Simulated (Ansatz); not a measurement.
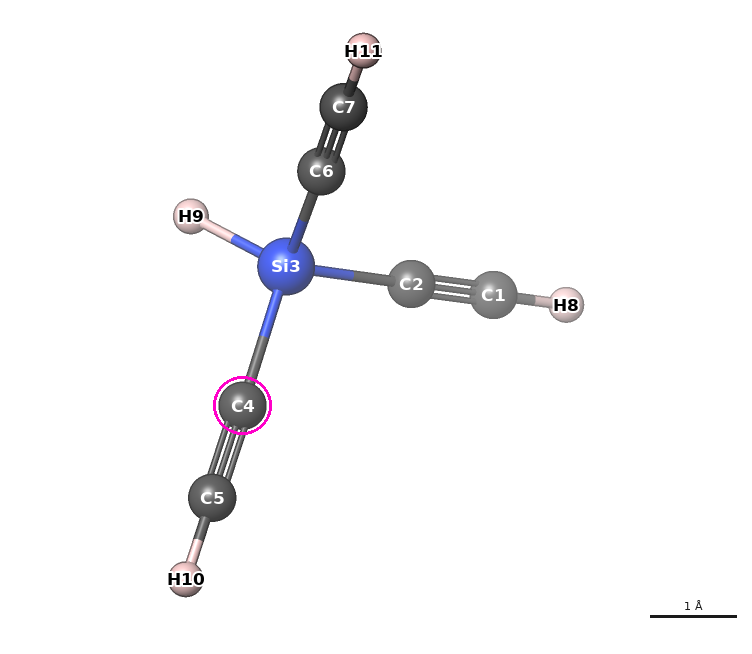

Orthographic view. Distant atoms are faded towards the background colour. Computed geometry: PBE0-D4/def2-TZVP optimisation.

### Which atoms are bonded to the circled atom?

The circled atom is C4; it is bonded to Si3, C5.

### Which atom is nearest the viewer?

H11, 2.7 Å in front of the mean position.

### Of C6 and C7, which is nearer the viewer?

C7; the bond to C6 points away from the viewer, so it looks shorter than its 1.21 Å.

### What is the shortest path along bonds from the circled atom to C1?

C4–Si3–C2–C1, 3 bonds; through space the two are 4.02 Å apart.
